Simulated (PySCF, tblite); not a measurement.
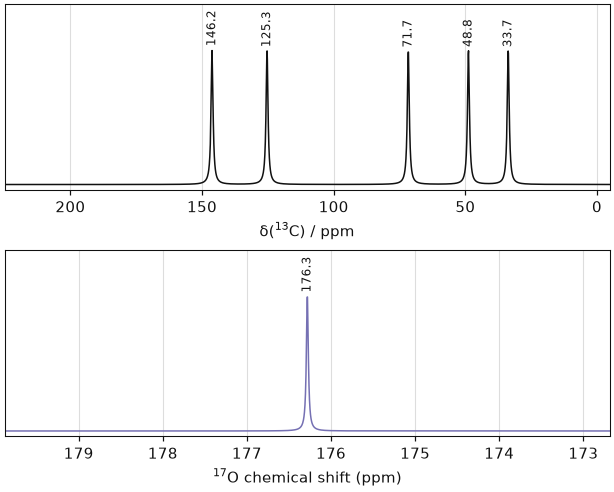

GIAO shifts, PBE0/pcSseg-1 with PySCF 2.14.0, at a GFN2-xTB geometry (a minimum by its frequencies), against TMS for ¹³C and H₂O for ¹⁷O computed at the same level (¹⁷O: a single water molecule, while the usual scale starts at liquid water and gives values some tens of ppm lower). Gas phase, fully decoupled, line heights follow the number of nuclei, widths are arbitrary (no quadrupolar broadening); values of one conformer, averaged over methyl-type rotors and exact or near symmetry; other conformers aren't averaged in.

> Which structure fits the spectrum?
A. C₄H₇BO₂S, SMILES C=C[C@@H]1OBSCO1
B. C₄H₈B₂OS, SMILES C=CB[C@H]1CSBO1
C. C₅H₉BOS, SMILES C=C[C@H]1COBSC1
D. C₄H₇BO₂S, SMILES C=CO[C@@H]1CSBO1

Option C. Its ¹³C signals: 146.2 (1 C), 125.3 (1 C), 71.7 (1 C), 48.8 (1 C), 33.7 (1 C) ppm. Its ¹⁷O signals: 176.3 (1 O) ppm.

Known limits of this run: the tight-binding geometry is rougher than a DFT one and adds to the error.
